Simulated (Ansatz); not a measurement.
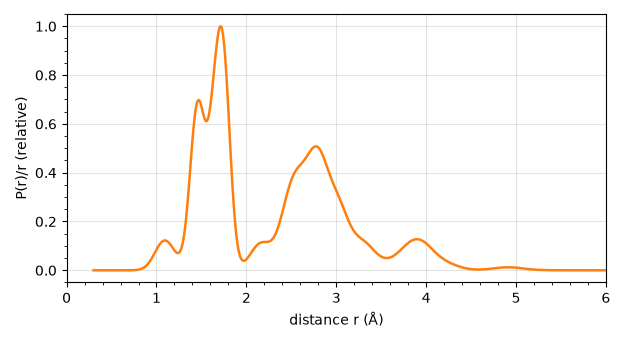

Simulated gas electron diffraction: radial distribution curve of CH₆BFN₂OSi. Each pair of atoms contributes with weight ZᵢZⱼ/r; damping constant 0.0015 Å²; vibrational amplitudes assumed, not computed: 0.05 Å for bonds, 0.078 Å for bonds to H, 0.06 + 0.015 r up to 0.15 Å for other pairs. The geometry is the end point of an optimisation (UKS PBE/STO-3G in Ansatz); it may be a saddle point or a higher isomer.

Q: Assign the first 5 clear peaks of the radial distribution curve (– bonded, ··· not bonded).

A: Peak 1, 1.09 Å: N–H 1.04–1.05 Å (×2), C–H 1.12–1.13 Å (×2), B–H 1.18 Å, not resolved
Peak 2, 1.47 Å: N–B 1.42 Å (×2), Si–H 1.46 Å, O–C 1.47 Å, N–C 1.51 Å, not resolved
Peak 3, 1.71 Å: Si–F 1.64 Å, Si–O 1.74 Å, Si–N 1.76 Å, not resolved
Peak 4, 2.77 Å: Si···C 2.60 Å, F···O 2.77 Å, Si···B 2.78 Å, F···N 2.80 Å, O···N 2.80 Å, Si···N 3.04 Å, not resolved
Peak 5, 3.90 Å: C···H 3.64–4.00 Å (×3), O···H 3.75–4.17 Å (×2), F···B 3.80 Å, Si···H 3.87–4.06 Å (×2), F···N 3.96 Å, not resolved
